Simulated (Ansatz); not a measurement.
CH₇FOSi₃

| atom | x (Å) | y (Å) | z (Å) |
| --- | --- | --- | --- |
| C | -0.0041 | -2.2515 | -0.6231 |
| F | -1.5270 | 1.9164 | -2.3514 |
| O | 0.4733 | -2.5005 | -1.7089 |
| Si | -0.7851 | -0.5022 | -0.2829 |
| Si | 0.5328 | 0.6901 | 1.2753 |
| Si | -0.8261 | 0.4390 | -2.4459 |
| H | 0.0121 | -3.0331 | 0.1880 |
| H | -2.1506 | -0.6926 | 0.3002 |
| H | -0.1061 | 2.0060 | 1.5669 |
| H | 0.6512 | -0.0889 | 2.5435 |
| H | 1.8959 | 0.9165 | 0.7135 |
| H | -1.6316 | -0.3908 | -3.3826 |
| H | 0.5529 | 0.6264 | -2.9713 |

Geometry: B3LYP/def2-SVP.

Level of theory: isolated molecule in a Gaussian basis; Kohn-Sham density functional theory, functional PBE0 (Ansatz).

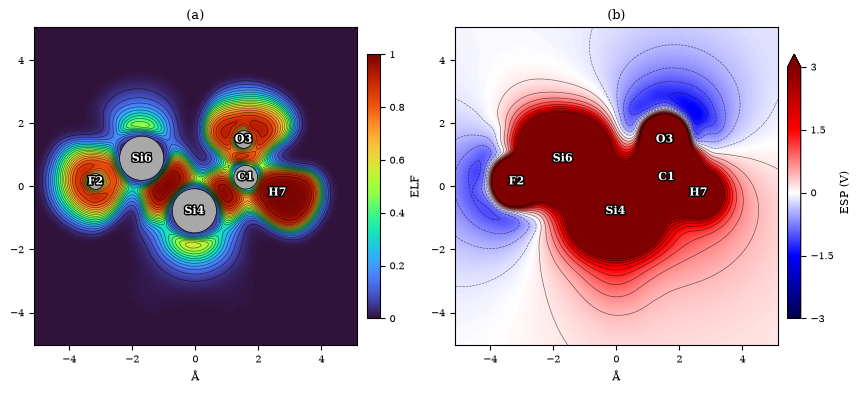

Figure 1. (a) electron localisation function; (b) molecular electrostatic potential on the plane of atoms C1, Si4 and Si6. Grey discs cover the atomic cores in the ELF map.

> What does the map show?

Atoms in the plane: C, F, O, Si and H.
C–O (1.21 Å): the ELF peaks at about 0.85 between the atoms (a short, multiple covalent bond).
Si–F (1.64 Å): the ELF peaks at about 0.85 in the valence shell of F, 0.6 Å from its nucleus, and is about 0.45 at the midpoint.
C–Si (1.95 Å): the ELF peaks at about 1 between the atoms: a shared electron pair.
Si–Si (2.36 Å): the ELF peaks at about 1 between the atoms: a shared electron pair.
C–H (1.13 Å): the ELF climbs to about 1 towards the hydrogen, as it does in any bond to H; an ordinary covalent bond to hydrogen.
The ELF also peaks beside F2 and O3, away from the bonds: lone-pair regions.
Outside the dense part of the molecule the potential is most negative (−1.6 V) near O3.

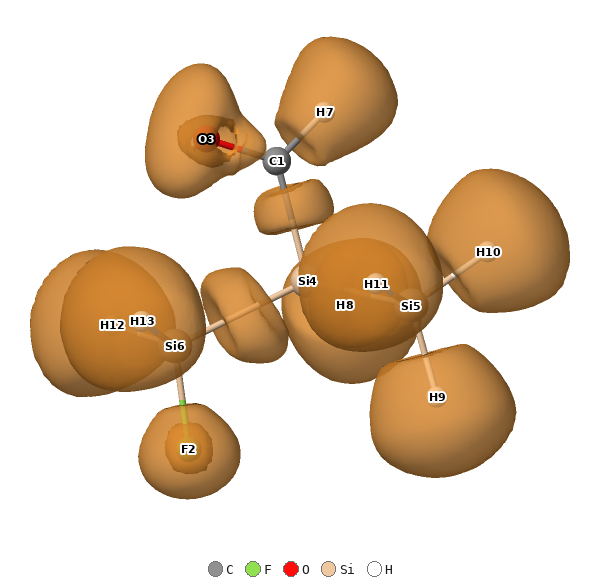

Figure 2. Isosurface of the ELF at 0.75 (orange), seen at a tilt. Only the valence region is drawn (cores and ρ < 0.01 e/Å³ removed).

> Identify the bonds, lone pairs and shells in this picture.

The surface consists of one region between bonded C–Si atoms (shared pairs), two regions between bonded Si–Si atoms (shared pairs), seven regions around hydrogen nuclei, one region on O in which the atom's valence shell and bonds are merged and one region wrapped around F (its lone pairs, merged into a ring or cap).

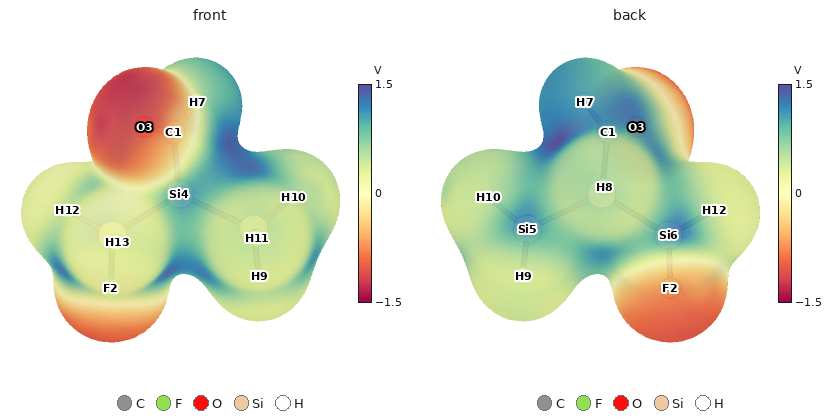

Figure 3. The electrostatic potential painted on the density surface at 0.002 e/bohr³, seen from the front and from behind; red is negative and blue positive.

> Which sites attract a positive test charge, and which a negative one?

A positive charge is drawn to the negative regions and a negative charge to the positive ones. The most negative region (about −1.3 V) lies over O3, the most positive (about +1.4 V) over C1, Si4, Si5 and Si6. O3 is the likeliest acceptor of a hydrogen bond.
